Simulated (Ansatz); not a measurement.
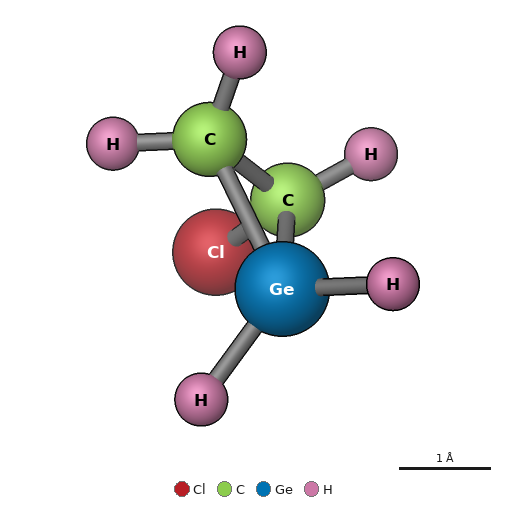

The picture shows a molecular structure as a ball-and-stick model.

The geometry was computed by an optimisation with PBE0-D4/def2-TZVP.

Identify the structure.

Formula C₂H₅ClGe. As SMILES it reads `Cl[C@H]1[CH2][GeH2]1`. Among its groups: C–Cl bond. The point group is C1.

The parts below concern this one geometry. Atoms keep their numbers from picture to picture.

**Geometry**

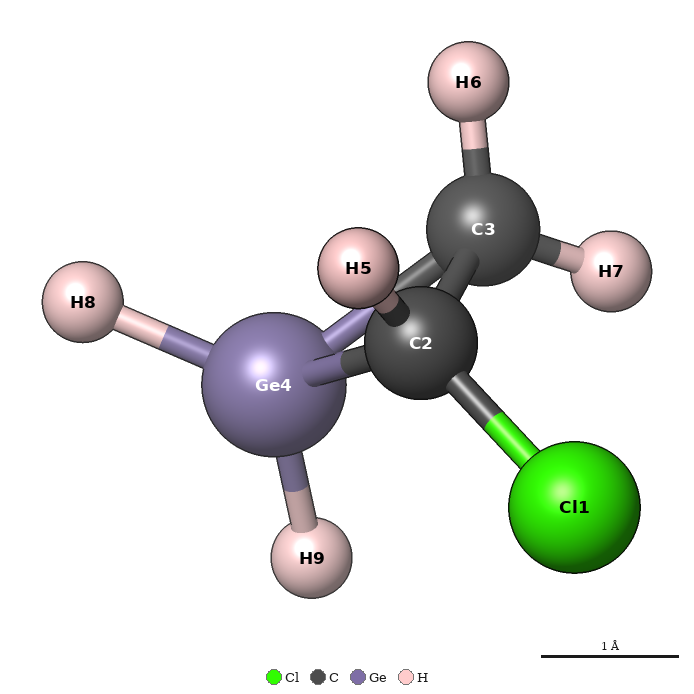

Numbered structure.

What is the dihedral angle Cl1–C2–Ge4–C3?

109° in size, that is anticlinal.

**Vibrations**

Harmonic vibrations computed with RKS PBE0-D4/def2-TZVP (Ansatz 0.2.0) at a stationary point of the same level.

How many vibrational modes are there, and where do they lie?

21 modes: 145, 313, 418, 461, 487, 570, 621, 723, 799, 827, 938, 989, 1043, 1103, 1268, 1421, 2203, 2232, 3140, 3178, 3229 cm⁻¹.

**Dipole moment**

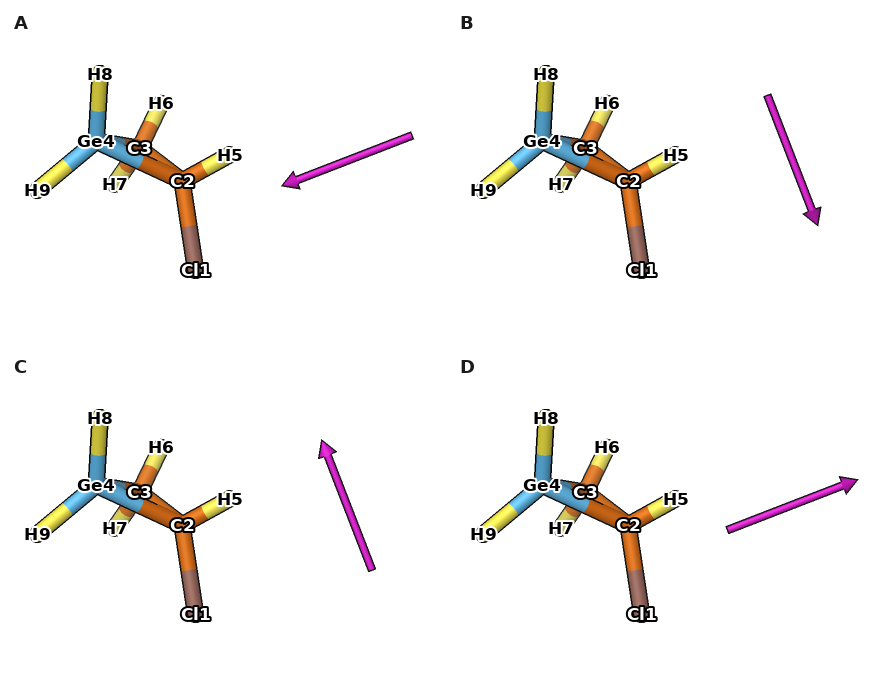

The same molecule four times, each with an arrow. Properties computed with RKS ωB97M-V/def2-TZVPP (Ansatz 0.2.0).

Which arrow points along the dipole moment, from the negative to the positive end?

C. The dipole moment is 2.02 D; it points from the side of Cl1 to the side of H8 (the outermost atoms at the two ends).

**Charges**

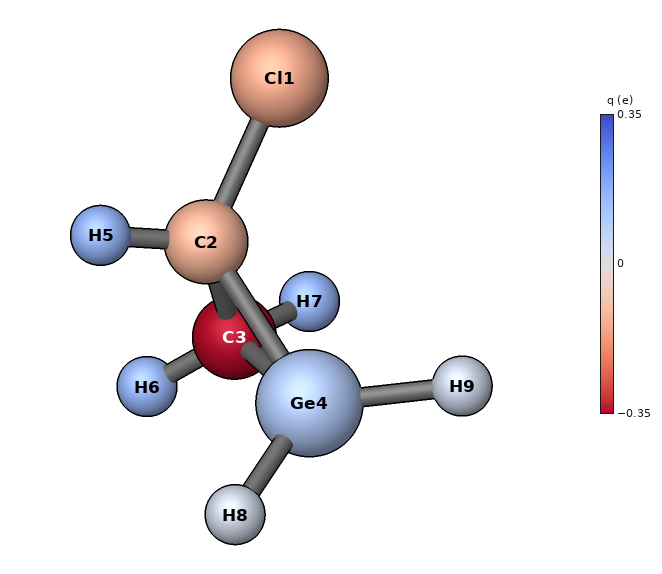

Atoms are coloured by their Mulliken charges. Properties computed with RKS PBE0-D4/def2-TZVP (Ansatz 0.2.0).

Give the Mulliken charges atom by atom.

| atom | value (e) |
| --- | --- |
| Cl1 | −0.14 |
| C2 | −0.12 |
| C3 | −0.34 |
| Ge4 | 0.10 |
| H5 | 0.15 |
| H6 | 0.14 |
| H7 | 0.15 |
| H8 | 0.03 |
| H9 | 0.04 |

Mulliken values depend strongly on the basis set and can even reverse the polarity of a bond.
